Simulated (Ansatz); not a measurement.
**H$_{4}$O$_{2}$Si: density, localisation and related maps**

Input

```
crystal:
  periodic: [false, false, false]
  atoms:
    - { symbol: Si, position_ang: [0.0, 0.0, 0.0] }
    - { symbol: H, position_ang: [0.0, 0.0, 1.46] }
    - { symbol: O, position_ang: [1.5842, 0.0, -0.5594] }
    - { symbol: H, position_ang: [1.9006, -0.9521, -0.6761] }
    - { symbol: O, position_ang: [-0.7913, 1.3709, -0.5594] }
    - { symbol: H, position_ang: [-1.7491, 1.1401, -0.7818] }
    - { symbol: H, position_ang: [-0.6877, -1.1914, -0.4862] }
basis:
  gaussian: { orbitals: def2-SVP }
hamiltonian:
  xc: pbe
  dispersion: d4
relax:
  f_tol: 0.02
  max_steps: 40
output:
  orbitals: {}
```

Run with:

```sh
ansatz run input.yaml --threads 1 --pin off --max-ram 2048MiB --backend cpu --events-out ev --progress --plain --runs-dir out
```

The fields are those of the run's last geometry, not of the input's.

Theory: RKS PBE-D4/def2-SVP in Ansatz.

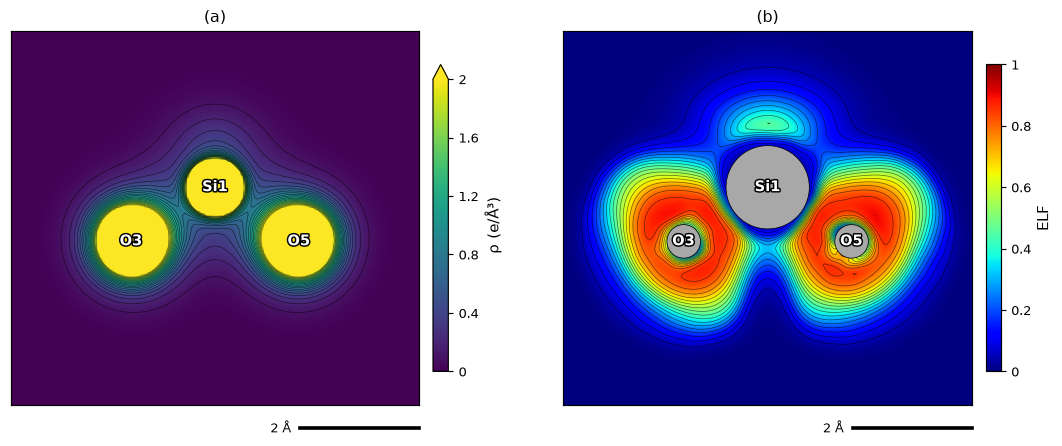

Figure 1. (a) total electron density; (b) electron localisation function on the plane of atoms O3, Si1 and O5. Grey discs cover the atomic cores in the ELF map.

What do the fields say about this system?

Answer. Atoms in the plane: Si and O.
Si–O (1.68 Å): ρ is about 1.1 e/Å³ halfway; the ELF peaks at about 0.85 between the atoms; a polar covalent bond.
The ELF also peaks beside O5 and O3, away from the bonds: lone-pair regions.

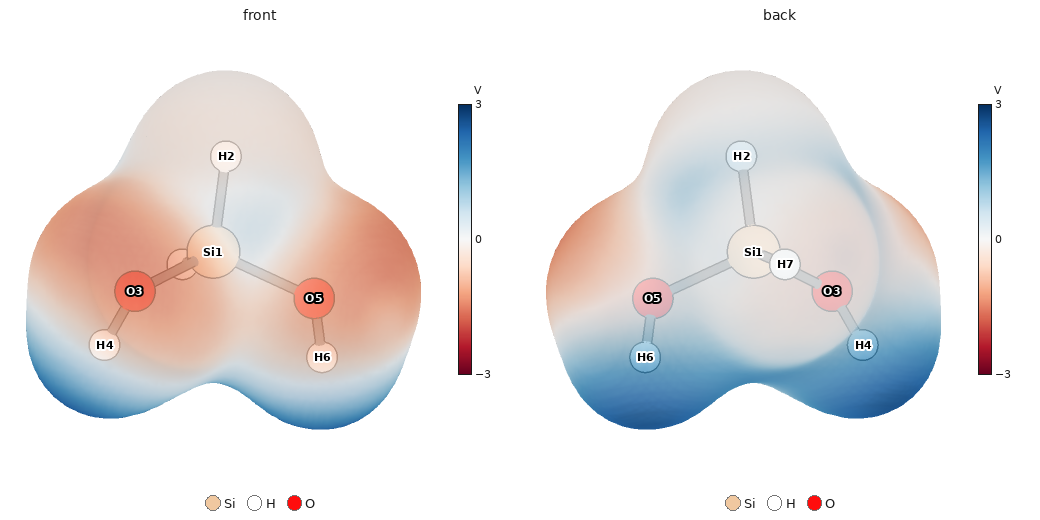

Figure 2. The molecular electrostatic potential painted on the density surface at 0.002 e/bohr³, seen from the front and from behind; the colour scale runs from red (negative) to blue (positive).

Which sites attract a positive test charge, and which a negative one?

Answer. A positive charge is drawn to the negative regions and a negative charge to the positive ones. The most negative region (about −1.5 V) lies over O3 and O5, the most positive (about +2.6 V) over H4 and H6.

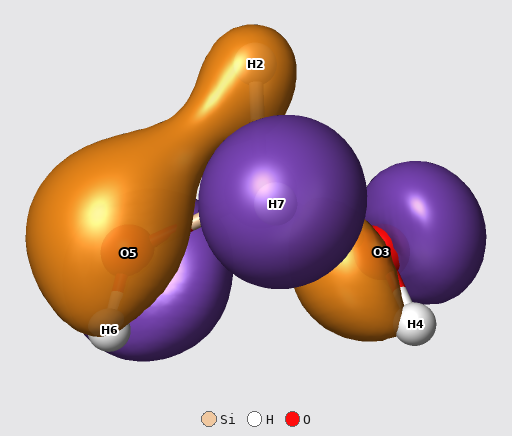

Figure 3. The HOMO at ±0.1 Å⁻³ᐟ² (orange and purple are the two phases), seen at an oblique angle.

Describe this orbital and give its energy.

Answer. It lies mainly on O5 (about 50 %), O3 (about 20 %), Si1 (about 15 %) and H7 (about 10 %). Its energy is −7.08 eV.

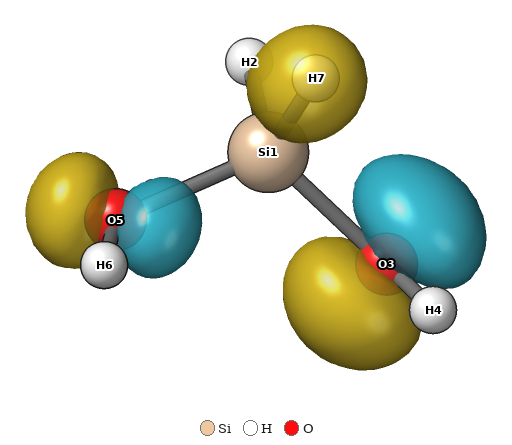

Figure 4. The HOMO−1 at ±0.2 Å⁻³ᐟ² (yellow and cyan are the two phases), seen at an oblique angle.

Where does this orbital lie, and at what energy?

Answer. It lies mainly on O3 (about 55 %), O5 (about 20 %) and H7 (about 10 %); largely a combination of lone pairs on O3 and O5. Its energy is −7.13 eV.
